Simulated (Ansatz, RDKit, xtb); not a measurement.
# C5H7B: ranking a sample of isomers, part 1 of 2

Which of a sample of isomers of C5H7B is the most stable in the gas at 298.15 K, and what are its properties? The sample is small against all isomers, and the most stable one of this formula need not be in it.

The funnel: GFN2-xTB relaxations, single points with a density functional, relaxations at PBE0-D3(BJ)/def2-SVP, harmonic vibrations (at GFN2-xTB), and a last energy at a higher level. All values are calculated.

## (1) Possible bonding patterns

Isomers were taken from a list of plausible structures; this is a sample, not all of them. That gives 3 candidates.

| label | SMILES | spin |
| --- | --- | --- |
| c405 | CC1=CBC=C1 | singlet |
| c454 | CB1C=CC=C1 | singlet |
| c693 | CC1=CC=CB1 | singlet |

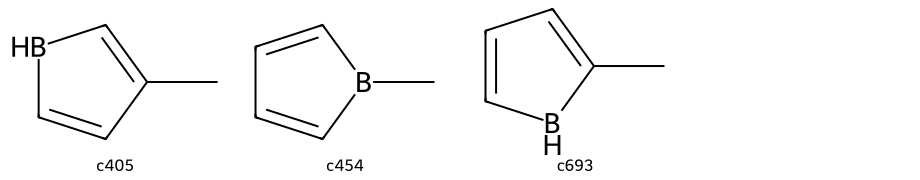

Structural formulas of the candidates.

Candidates are built by distance geometry, with a force field where one applies, in up to four conformers (letters a to d).

## (2) First filter: tight binding

All 3 starts are relaxed the same way. One of them, c405a (taken from a list of positional isomers, embedded by distance geometry and UFF), in full:

start.xyz

```xyz
13
c405a
C     -2.625458    -1.736547     0.502654
C     -1.162379    -2.017946     0.447342
C     -0.590662    -2.974027     1.193387
C      0.999161    -1.896984    -0.264013
C     -0.231399    -1.407588    -0.434558
B      0.922822    -2.942383     0.826671
H     -3.143643    -2.463582    -0.139185
H     -3.032233    -1.824360     1.492182
H     -2.839733    -0.735778     0.100249
H     -1.093469    -3.576559     1.925068
H      1.772537    -3.646157     1.260406
H      1.911299    -1.583215    -0.856388
H     -0.492677    -0.640913    -1.125583
```

Command:

```sh
$ xtb start.xyz --gfn 2 --opt
```

Standard output, shortened:

```text
* xtb version 6.7.1
[...]
          :  # basis functions                  31          :
[...]
          :  # electrons                        30          :
[...]
          :  Hamiltonian                  GFN2-xTB          :
[...]
          :  net charge                          0          :
          :  unpaired electrons                  0          :
[...]
   *** convergence criteria satisfied after 12 iterations ***
[...]
   *** GEOMETRY OPTIMIZATION CONVERGED AFTER 21 ITERATIONS ***
[...]
   *** convergence criteria satisfied after 3 iterations ***
[...]
         ::                     SUMMARY                     ::
         :::::::::::::::::::::::::::::::::::::::::::::::::::::
         :: total energy             -15.426324237600 Eh    ::
         :: gradient norm              0.000330241318 Eh/a0 ::
         :: HOMO-LUMO gap              1.687243002974 eV    ::
         ::.................................................::
         :: SCC energy               -15.698144562021 Eh    ::
         :: -> isotropic ES            0.020807483360 Eh    ::
         :: -> anisotropic ES          0.005258957520 Eh    ::
         :: -> anisotropic XC          0.009629396386 Eh    ::
         :: -> dispersion             -0.007868866783 Eh    ::
         :: repulsion energy           0.271820324421 Eh    ::
         :: add. restraining           0.000000000000 Eh    ::
         :: total charge              -0.000000000000 e     ::
         :::::::::::::::::::::::::::::::::::::::::::::::::::::
[...]
        15        2.0000           -0.3649921              -9.9319 (HOMO)
        16                         -0.3029871              -8.2447 (LUMO)
[...]
     #   Z          covCN         q      C6AA      α(0)
     1   6 C        3.754    -0.105    22.569     6.774
     2   6 C        3.011     0.024    27.450     8.594
     3   6 C        2.854    -0.140    31.581     9.211
     4   6 C        2.848    -0.120    31.031     9.130
     5   6 C        2.962    -0.032    28.804     8.803
     6   5 B        2.820     0.249    17.572     7.002
     7   1 H        0.924     0.051     2.310     2.377
     8   1 H        0.925     0.043     2.413     2.429
     9   1 H        0.924     0.050     2.316     2.380
    10   1 H        0.926     0.019     2.754     2.595
    11   1 H        0.940    -0.087     5.111     3.535
    12   1 H        0.926     0.022     2.700     2.569
    13   1 H        0.926     0.026     2.644     2.543
[...]
     #   Z sym  total        # sym  WBO       # sym  WBO       # sym  WBO
 ---------------------------------------------------------------------------
     1   6 C    3.998 --     2 C    1.043     8 H    0.984     9 H    0.963
                             7 H    0.961
     2   6 C    3.979 --     3 C    1.806     1 C    1.043     5 C    1.003
     3   6 C    3.971 --     2 C    1.806     6 B    1.034    10 H    0.974
     4   6 C    3.966 --     5 C    1.904     6 B    0.986    12 H    0.975
     5   6 C    3.986 --     4 C    1.904     2 C    1.003    13 H    0.969
     6   5 B    3.211 --     3 C    1.034     4 C    0.986    11 H    0.977
     7   1 H    0.997 --     1 C    0.961
     8   1 H    0.998 --     1 C    0.984
     9   1 H    0.997 --     1 C    0.963
    10   1 H    1.000 --     3 C    0.974
    11   1 H    0.992 --     6 B    0.977
    12   1 H    0.999 --     4 C    0.975
[...]
molecular dipole:
                 x           y           z       tot (Debye)
 q only:       -0.249       0.084      -0.030
   full:       -0.461       0.253      -0.167       1.402
molecular quadrupole (traceless):
[...]
          | TOTAL ENERGY              -15.426324237600 Eh   |
          | GRADIENT NORM               0.000330241318 Eh/α |
          | HOMO-LUMO GAP               1.687243002974 eV   |
           -------------------------------------------------
[...]
```

It took 0.11 s on 2 threads of Intel Xeon 6975P-C (Granite Rapids), shared host.

## (3) What the search left

3 of the 3 relaxations converged. 3 distinct structures remain:

| label | start | SMILES after | spin | energy (kcal/mol) |
| --- | --- | --- | --- | --- |
| c405a | drawn | CC1=CBC=C1 | singlet | 0.0 |
| c693a | drawn | CC1=CC=CB1 | singlet | 2.3 |
| c454a | drawn | CB1C=CC=C1 | singlet | 6.7 |

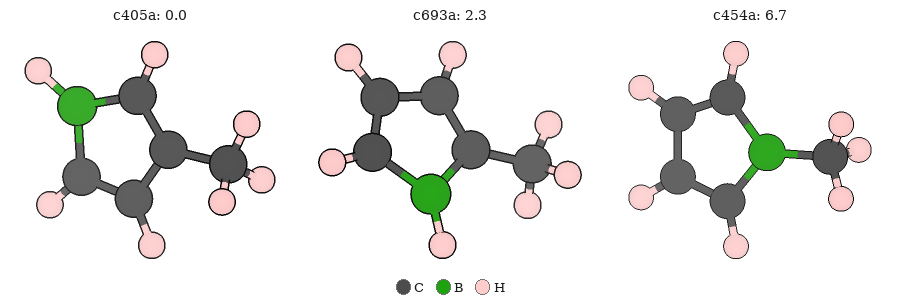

The 3 lowest minima that did not fall apart, with their GFN2-xTB energies in kcal/mol.

## (4) Screening with a density functional

A choice of the minima (the low ones first, few conformers of a pattern, up to a cap) and the lowest that fell apart get a single point at r2SCAN-D4/def2-SVP on the tight-binding geometry, and one at HF/STO-3G for comparison. The lowest singlets are also tried as triplets at the same geometry (label ending in t). The first, c405a:

input.yaml

```yaml
crystal:
  periodic: [false, false, false]
  atoms:
    - symbol: C
      position_ang: [-2.630310, -1.727045, 0.471219]
    - symbol: C
      position_ang: [-1.190816, -2.091999, 0.485778]
    - symbol: C
      position_ang: [-0.543188, -2.946971, 1.293334]
    - symbol: C
      position_ang: [0.997796, -1.931846, -0.323954]
    - symbol: C
      position_ang: [-0.244395, -1.478184, -0.496841]
    - symbol: B
      position_ang: [0.960154, -2.958264, 0.879198]
    - symbol: H
      position_ang: [-3.070399, -1.985331, -0.493091]
    - symbol: H
      position_ang: [-3.175354, -2.241445, 1.258652]
    - symbol: H
      position_ang: [-2.744438, -0.650058, 0.603543]
    - symbol: H
      position_ang: [-1.049497, -3.494096, 2.072999]
    - symbol: H
      position_ang: [1.842720, -3.566217, 1.337493]
    - symbol: H
      position_ang: [1.829493, -1.611915, -0.931233]
    - symbol: H
      position_ang: [-0.587600, -0.762668, -1.228865]
basis:
  gaussian:
    orbitals: def2-SVP
hamiltonian:
  xc: r2scan
  dispersion: d4
scf:
  lower_state_search: off
output: {orbitals: {seedname: orbitals}}
```

Command:

```sh
$ ansatz run input.yaml --threads 2 --pin off --max-ram 5220MiB --events-out events.jsonl --progress --plain --runs-dir runs
```

Standard output, shortened:

```text
Warning: RAYON_NUM_THREADS=2 ignored (pool sized by the plan → 2); use --threads N
Functional definition: r2SCAN
  name "r2SCAN"
[...]
1350 factors; their error is unknown
[...]
mean field -5965.52073235 eV, -219.2288433388 hartree, gradient 4.9e-6 eV, S^2 0.000000; 0 other end points of the search recorded, 0 dependent functions left out
reference -5965.52074315 eV, -219.2288437355 hartree; 21, 21 occupied and 98, 98 virtual orbitals, 1350 factors
Total energy: -5965.59428827 eV, -219.2315464687 hartree
Checks for a lower state left out: stability, starts, cluster_reference, orbital_swaps, neighbouring_geometries, increment
```

Wall time 1.1 s (2 threads of Intel Xeon 6975P-C (Granite Rapids), shared host).

Relative energies in kcal/mol, each column from its lowest structure that stays in one piece:

| label | SMILES | spin | GFN2-xTB | HF/STO-3G | r2SCAN-D4/def2-SVP |
| --- | --- | --- | --- | --- | --- |
| c454a | CB1C=CC=C1 | singlet | 6.7 | 0.0 | 0.0 |
| c405a | CC1=CBC=C1 | singlet | 0.0 | 5.9 | 8.1 |
| c693a | CC1=CC=CB1 | singlet | 2.3 | 8.0 | 11.5 |
| c454at | CB1C=CC=C1 | triplet | – | – | 31.7 |
| c693at | CC1=CC=CB1 | triplet | – | – | 35.8 |
| c405at | CC1=CBC=C1 | triplet | – | – | 37.3 |

## (5) Relaxing the best candidates

3 candidates are relaxed at PBE0-D3(BJ)/def2-SVP (chosen among the lowest in one piece). The first, c454a:

input.yaml

```yaml
crystal:
  periodic: [false, false, false]
  atoms:
    - symbol: C
      position_ang: [-2.668757, -1.467784, 0.846186]
    - symbol: C
      position_ang: [-0.340980, -3.040110, 1.212074]
    - symbol: C
      position_ang: [0.818682, -3.110233, 0.551890]
    - symbol: C
      position_ang: [0.867274, -2.136080, -0.566796]
    - symbol: C
      position_ang: [-0.260295, -1.422871, -0.644363]
    - symbol: B
      position_ang: [-1.211416, -1.921663, 0.514143]
    - symbol: H
      position_ang: [-2.940180, -1.606775, 1.890255]
    - symbol: H
      position_ang: [-3.356254, -2.086153, 0.265113]
    - symbol: H
      position_ang: [-2.876540, -0.436843, 0.568484]
    - symbol: H
      position_ang: [-0.572142, -3.667230, 2.057827]
    - symbol: H
      position_ang: [1.647658, -3.770226, 0.758034]
    - symbol: H
      position_ang: [1.733071, -2.059453, -1.206992]
    - symbol: H
      position_ang: [-0.421360, -0.663100, -1.391850]
basis:
  gaussian:
    orbitals: def2-SVP
hamiltonian:
  xc: {name: PBE0}
  dispersion: d3bj
scf:
  lower_state_search: off
relax:
  f_tol: 0.006
```

Command:

```sh
$ ansatz run input.yaml --threads 2 --pin off --max-ram 5220MiB --events-out events.jsonl --progress --plain --runs-dir runs
```

Standard output, shortened:

```text
Warning: RAYON_NUM_THREADS=2 ignored (pool sized by the plan → 2); use --threads N
[...]
Functional definition: PBE0
  name "PBE0"
[...]
1384 factors; integrals over basis functions are off by at most 2.8e-4 eV
[...]
mean field -5962.39054784 eV, -219.1138111797 hartree, gradient 3.6e-6 eV, S^2 0.000000; 0 other end points of the search recorded, 0 dependent functions left out
[...]
reference -5962.39057493 eV, -219.1138121750 hartree; 21, 21 occupied and 98, 98 virtual orbitals, 1384 factors
relax step   1: F+E_penalty+E_count = -5962.63973331 eV  Δ(F+E_penalty+E_count) = +0.000e0 eV  max|allowed force component| = 5.860e-1 eV/Å  Δτ_max = 0.0000 Å  (16 SCF iters, accepted)
[...]
relax step   5: F+E_penalty+E_count = -5962.69755967 eV  Δ(F+E_penalty+E_count) = -1.154e-4 eV  max|allowed force component| = 1.569e-2 eV/Å  Δτ_max = 0.0095 Å  (14 SCF iters, accepted)
[...]
Atom 4 at    -0.269505    -1.408117    -0.661744 Å, force     0.000151     0.002253    -0.002240 eV/Å
Atom 5 at    -1.206252    -1.916511     0.519345 Å, force     0.000382     0.000582     0.000876 eV/Å
Atom 6 at    -2.945466    -1.613555     1.906752 Å, force    -0.000991     0.000137     0.000693 eV/Å
Atom 7 at    -3.311255    -2.109538     0.250980 Å, force    -0.000158     0.000676     0.000757 eV/Å
Atom 8 at    -2.881734    -0.422984     0.552032 Å, force    -0.001055     0.000703    -0.000156 eV/Å
Atom 9 at    -0.589774    -3.688669     2.085972 Å, force    -0.000100     0.000285    -0.000463 eV/Å
Atom 10 at     1.651260    -3.789795     0.774100 Å, force    -0.001117     0.000406     0.000671 eV/Å
Atom 11 at     1.738661    -2.044655    -1.227384 Å, force    -0.001513     0.001057     0.000366 eV/Å
Atom 12 at    -0.436928    -0.635659    -1.415277 Å, force    -0.000084    -0.000334     0.000303 eV/Å
Dipole moment:     0.002807    -0.025346    -0.022428 e Å
Checks for a lower state left out: stability, starts, cluster_reference, orbital_swaps, neighbouring_geometries, increment
```

Run time: 9.3 s. Hardware: 2 threads of Intel Xeon 6975P-C (Granite Rapids), shared host.

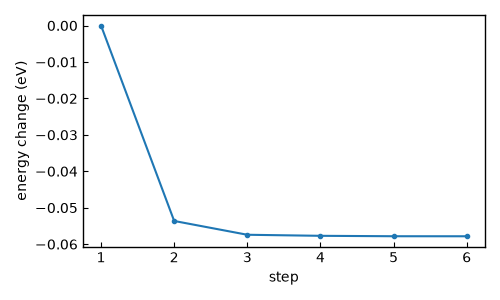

Energy along the run, all evaluated steps.

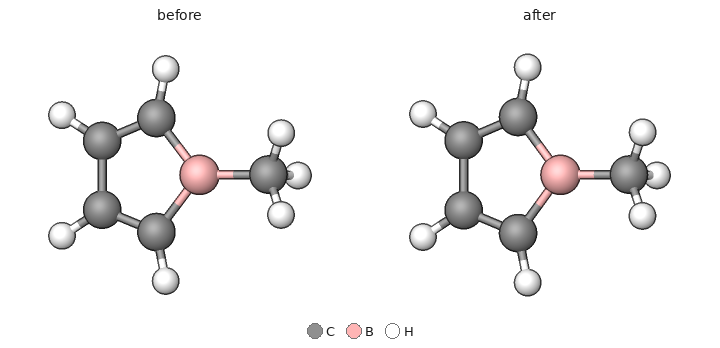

Before and after, at one scale.

After the run. Bond lengths: C2–C3 1.345 Å, C3–C4 1.506 Å, C4–C5 1.345 Å, C1–B6 1.556 Å, C2–B6 1.591 Å, C5–B6 1.591 Å, C1–H7 1.100 Å, C1–H8 1.110 Å, C1–H9 1.100 Å, C2–H10 1.092 Å, C3–H11 1.095 Å, C4–H12 1.095 Å, C5–H13 1.092 Å. Some angles: C2–C3–C4 111.9°, C3–C2–B6 106.1°, C3–C4–C5 111.9°, C4–C5–B6 106.1°, C1–B6–C2 127.9°, C1–B6–C5 127.9°, C2–B6–C5 104.1°, C2–C3–H11 126.4°, C4–C3–H11 121.7°, C3–C2–H10 123.5°.

## (6) After refinement

| label | spin | r2SCAN-D4/def2-SVP (kcal/mol) | PBE0-D3(BJ)/def2-SVP, relaxed (kcal/mol) | time |
| --- | --- | --- | --- | --- |
| c454a | singlet | 0.0 | 0.0 | 9.3 s |
| c405a | singlet | 8.1 | 7.6 | 8.1 s |
| c693a | singlet | 11.5 | 10.5 | 11 s |

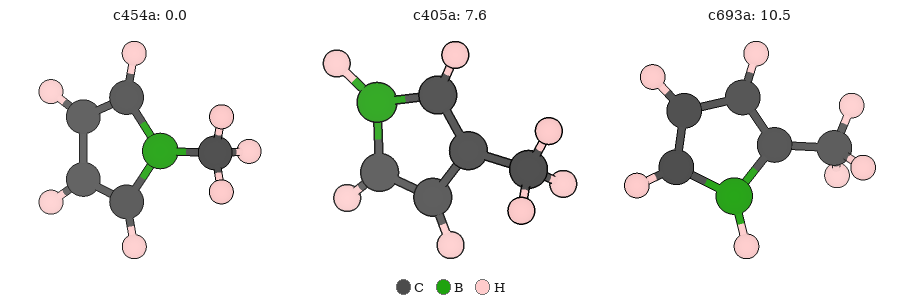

The relaxed structures, with energies at PBE0-D3(BJ)/def2-SVP in kcal/mol.

(Continued in part 2 of 2.)
